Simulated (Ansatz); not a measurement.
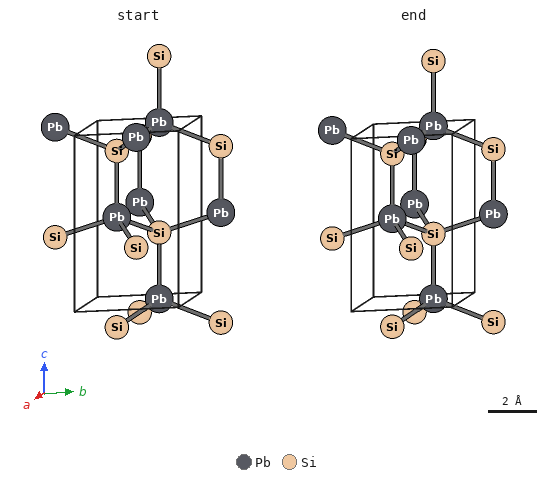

The structure of solid SiPb (a generated structure, set up in P6_3mc) before (left) and after (right) a relaxation, at one scale.

Style: ball-and-stick. Shown: the cell of the calculation, slightly off an axis.

Case: cell and atoms relaxed from a first guess.

These are results of DFT, PBE, PAW with Ansatz's default frozen-core files, scalar-relativistic (Ansatz 0.2.0), not measurements. Settings: plane-wave cutoff 420 eV; k-point mesh 10 × 10 × 6; occupations fermi dirac; smearing width 0.03 eV; no spin polarisation; cell and atoms relaxed; force threshold 0.005 eV/Å; at most 80 steps.

Summarise the run.

Answer. The atoms keep their places relative to the cell (all moves are under 0.005 Å). The volume changes by −7.4 %, with a = b 4.556 → 4.429 Å (−2.8 %), c 7.426 → 7.278 Å (−2.0 %). Near-neighbour distances that change, for instance: Pb–Si 2.787 → 2.714 Å, Pb–Si 2.792 → 2.730 Å. The space group stays P6_3mc (No. 186). After 4 accepted moves (5 points after the start) the energy has fallen by 22.0 meV per atom. The largest force component goes from 0.024 to 0.0022 eV/Å. Pressure: −2.63 GPa at the start and 0.00 GPa at the end. The SCF was repeated once at an unchanged geometry on a basis and grid sized afresh for the cell, which shifted the energy by 0.2 meV per atom at most. Cost: 84 s on 1 thread of Arm Neoverse V1, with other jobs on the host, peak memory 0.42 GiB.
